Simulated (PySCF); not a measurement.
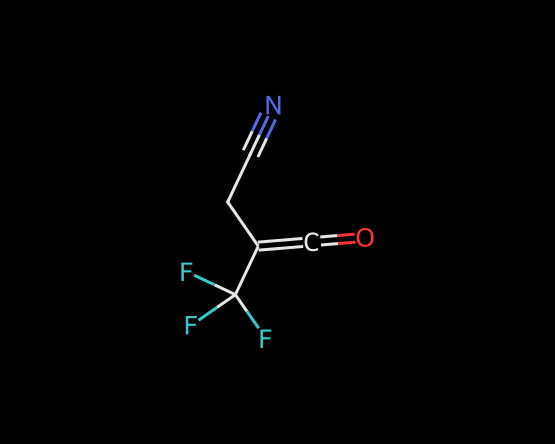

2D structure.

**Transcribe the drawing into SMILES.**

N#CCC(=C=O)C(F)(F)F

**What is the molecular formula?**

C5H2F3NO.

**An optimisation with GFN2-xTB gave a structure of which point group?**

C1. Other conformers may differ.

The parts below concern this one geometry. Atoms keep their numbers from picture to picture. Computed geometry: GFN2-xTB optimisation. No frequency run is at hand to confirm it as a minimum.

## Geometry

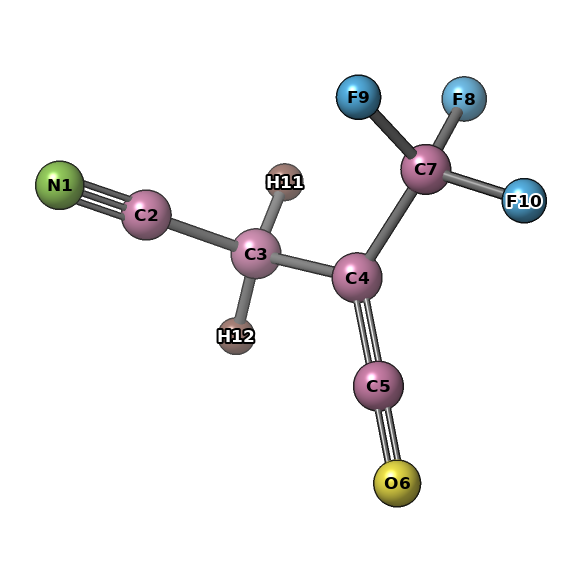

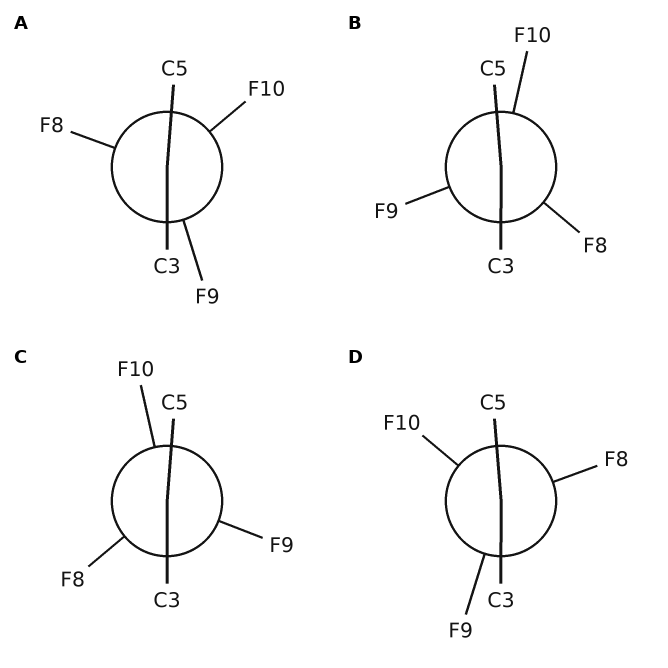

Atoms fade into the background with distance from the viewer. Bonds that would overlap in a projection are set slightly apart. No frequency run is at hand to confirm it as a minimum.

**Which Newman projection shows the view along C4–C7, with C4 in front?**

B. The torsion angle C3–C4–C7–F8 is −50°, synclinal (gauche).

## NMR shielding

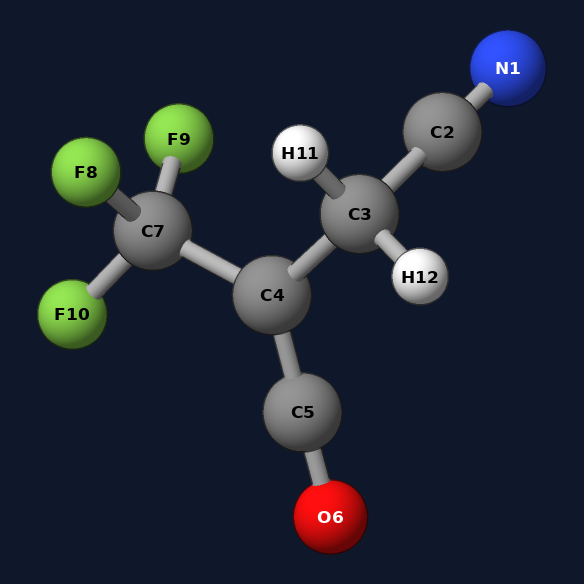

No frequency run is at hand to confirm it as a minimum. Method: GIAO PBE0/pcSseg-1 NMR shielding, non-relativistic, gas phase (PySCF 2.14.0). Principal shieldings σ11 ≤ σ22 ≤ σ33, span Ω = σ33 − σ11, skew κ = 3(σiso − σ22)/Ω.

Give the shielding tensors of the N atoms.

```csv
atom,σ11,σ22,σ33,σiso,Ω,κ
N1,−209.6,−197.7,292.8,−38.2,502.4,0.95
```

Shieldings and span in ppm.

## Electronic properties

No frequency run is at hand to confirm it as a minimum. Method: PBE0/def2-SVPD, gas phase (PySCF 2.14.0). Excitations: vertical, linear response.

**Give the brightest of the 6 lowest singlets at this level.**

7.35 eV.

**Give the dipole moment at this level.**

3.66 D.

**What is the HOMO energy (Kohn–Sham orbital)?**

−8.38 eV.

**Give the mean static polarisability at this level.**

65.9 bohr³.

## Bond orders

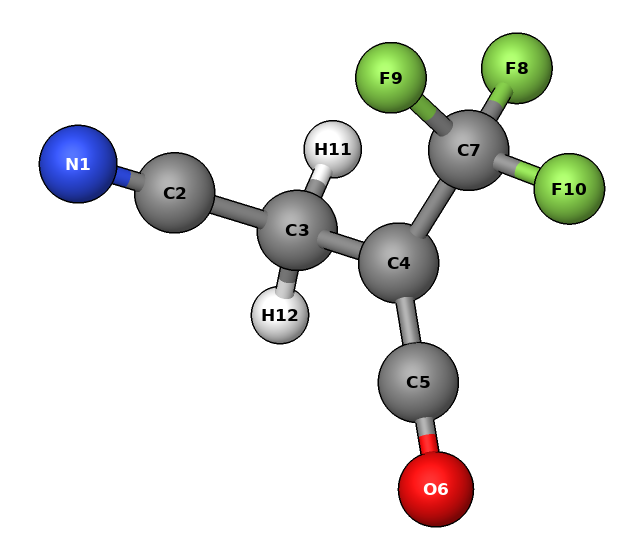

Every bond is drawn as one stick. No frequency run is at hand to confirm it as a minimum. Computed with PBE0/pcSseg-1 (PySCF 2.14.0).

List the Mayer bond orders of N1–C2, C2–C3, C3–C4, C3–H11, C3–H12, C4–C5, C4–C7, C5–O6, C7–F8, C7–F9, C7–F10.

```tsv
bond	Mayer order	length (Å)
N1–C2	3.05	1.141
C2–C3	0.99	1.448
C3–C4	1.01	1.521
C3–H11	0.91	1.094
C3–H12	0.92	1.093
C4–C5	1.63	1.305
C4–C7	0.97	1.498
C5–O6	2.21	1.152
C7–F8	0.99	1.343
C7–F9	1.02	1.342
C7–F10	1.02	1.338
```
